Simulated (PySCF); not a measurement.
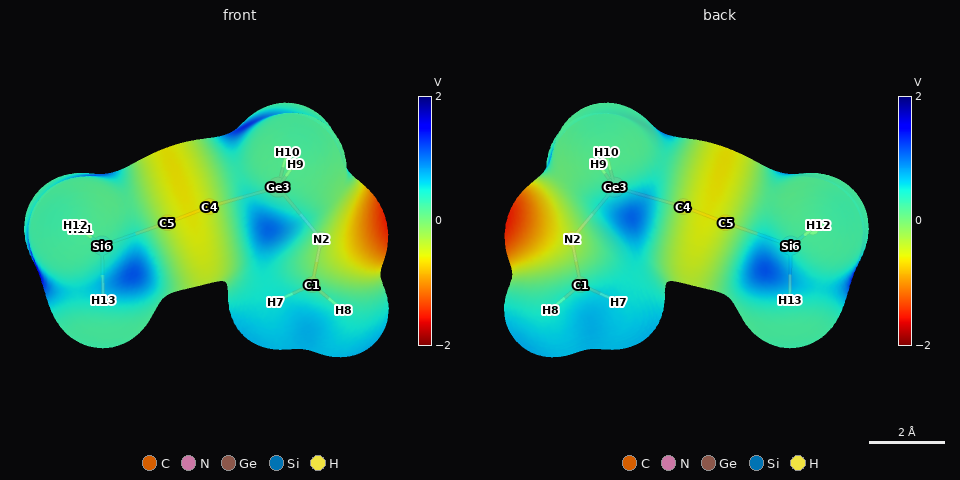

The picture shows: C3H7GeNSi (SMILES C=[N][GeH2][C]#C[SiH3]). The electrostatic potential painted on the density surface at 0.002 e/bohr³, seen from the front and from behind; red is negative and blue positive.

Geometry: GFN2-xTB.

Level of theory: B3LYP/def2-SVPD, SCF density, gas phase (PySCF).

```xyz
13

C     2.7338   -0.1434   -0.6661
N     2.5865    0.9137   -0.0152
Ge    1.0794    1.6053    0.7559
C    -0.4811    0.5367    0.5133
C    -1.4094   -0.2137    0.3035
Si   -2.8602   -1.3266    0.0106
H     1.9394   -0.8645   -0.8885
H     3.7193   -0.3936   -1.0554
H     1.4158    1.7413    2.2075
H     0.9116    2.9524    0.1273
H    -3.4412   -1.6695    1.3100
H    -3.8234   -0.6087   -0.8267
H    -2.3750   -2.5291   -0.6725
```

> Describe the electrostatic potential map.

The most negative region (about −1.5 V) lies over N2, the most positive (about +1.5 V) over Si6. N2 is the likeliest acceptor of a hydrogen bond.

> What dipole moment does the calculation give?

Its dipole moment is 1.45 D.
